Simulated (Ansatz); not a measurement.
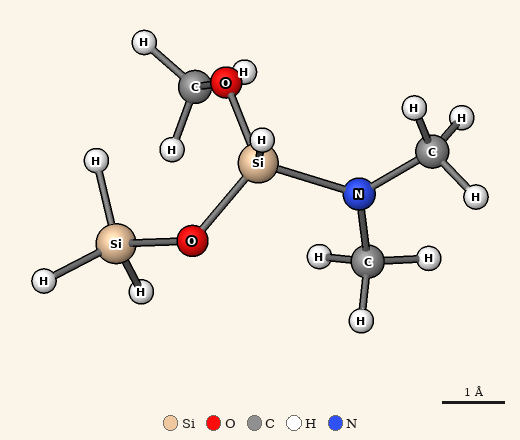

This is the input geometry for a relaxation of C$_{3}$H$_{13}$NO$_{2}$Si$_{2}$. A ball-and-stick model, seen at a tilt.

The run prepares the start of a later molecular dynamics calculation, from a guessed geometry.

Computed with RKS B3LYP-D4/STO-3G (Ansatz).

The input:
```yaml
crystal:
  periodic: [false, false, false]
  atoms:
    - { symbol: Si, position_ang: [0.0, 0.0, 0.0] }
    - { symbol: O, position_ang: [0.0, 0.0, 1.68] }
    - { symbol: C, position_ang: [-1.1112, -0.3437, 2.4945] }
    - { symbol: H, position_ang: [-1.814, -0.9775, 1.9143] }
    - { symbol: H, position_ang: [-0.7584, -0.9037, 3.3856] }
    - { symbol: H, position_ang: [-1.6313, 0.5809, 2.8212] }
    - { symbol: H, position_ang: [1.3768, 0.0, -0.4862] }
    - { symbol: "N", position_ang: [-0.8572, 1.4851, -0.6061] }
    - { symbol: C, position_ang: [-2.2719, 1.4087, -0.9981] }
    - { symbol: H, position_ang: [-2.8245, 0.7784, -0.2704] }
    - { symbol: H, position_ang: [-2.7088, 2.429, -1.0098] }
    - { symbol: H, position_ang: [-2.3521, 0.9607, -2.0106] }
    - { symbol: C, position_ang: [-0.1354, 2.762, -0.7039] }
    - { symbol: H, position_ang: [-0.2436, 3.1711, -1.73] }
    - { symbol: H, position_ang: [-0.5567, 3.4827, 0.0276] }
    - { symbol: H, position_ang: [0.9399, 2.5975, -0.4831] }
    - { symbol: O, position_ang: [-0.7913, -1.3709, -0.5594] }
    - { symbol: Si, position_ang: [-1.673, -2.4329, 0.3983] }
    - { symbol: H, position_ang: [-1.2634, -2.287, 1.792] }
    - { symbol: H, position_ang: [-3.0964, -2.1323, 0.2761] }
    - { symbol: H, position_ang: [-1.4264, -3.8036, -0.0398] }
basis:
  gaussian: { orbitals: STO-3G }
hamiltonian:
  xc: b3lyp
  dispersion: d4
relax:
  f_tol: 0.02
  max_steps: 40
```

Command:
```bash
ansatz run input.yaml --threads 1 --pin off --max-ram 2048MiB --backend cpu --events-out ev --progress --plain --runs-dir out
```

Where does the relaxation end?

H19 moves most after the best rigid fit: 2.49 Å. By element the largest moves are H 2.49 Å, C 0.80 Å, Si 0.65 Å, O 0.63 Å, N 0.24 Å. Some distances before and after: H4–Si18 2.106 → 3.383 Å, Si1–N8 1.819 → 1.741 Å, O2–C3 1.420 → 1.461 Å, Si1–O2 1.680 → 1.715 Å. Among the angles between lasting bonds that change: Si1–O2–C3 125.0° → 111.9°, O2–Si1–N8 109.5° → 116.5°, N8–Si1–O17 109.5° → 102.6°. Groups turn about Si1–O17 by about 70°, O2–C3 by about 30°, O17–Si18 by about 30°. Over 35 accepted moves (37 points after the start) the energy falls by 41.5 kcal/mol. The largest force component goes from 2.7 to 0.015 eV/Å. The line search rejected the trial steps at points 20, 28 of the run. Cost: 3.9 min on 1 thread of AMD EPYC 7R13 Processor (Zen 3) (shared host), peak memory 0.19 GiB.

The structure at the end:

```xyz
21

Si   -0.2660   -0.1502    0.1138
O    -0.2061   -0.0572    1.8251
C    -1.4859    0.3600    2.3941
H    -2.3453   -0.2730    2.0758
H    -1.4069    0.2803    3.4969
H    -1.7473    1.4153    2.1540
H     1.1134   -0.4222   -0.2365
N    -0.8089    1.2768   -0.7230
C    -2.2678    1.4841   -0.9184
H    -2.7547    0.4930   -0.9646
H    -2.7448    2.0731   -0.1042
H    -2.4617    2.0165   -1.8701
C    -0.0403    2.5426   -0.6149
H    -0.2121    3.1740   -1.5083
H    -0.3097    3.1512    0.2771
H     1.0399    2.3177   -0.5571
O    -1.3899   -1.3072   -0.3655
Si   -1.2440   -2.8879    0.2338
H     0.0883   -3.4275    0.0329
H    -1.5510   -2.9659    1.6496
H    -2.1981   -3.6890   -0.4985
```

After the run, drawn alike:

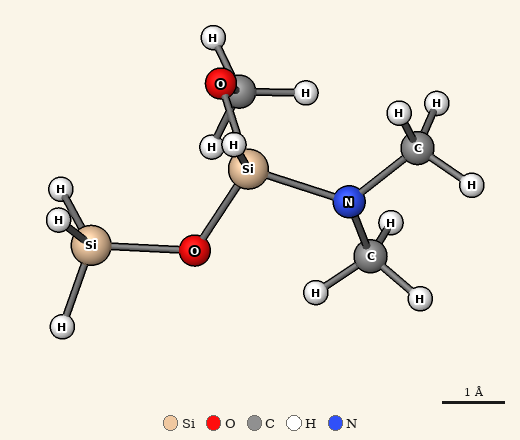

Limits of the set-up: STO-3G is a minimal basis, so the numbers are rough.
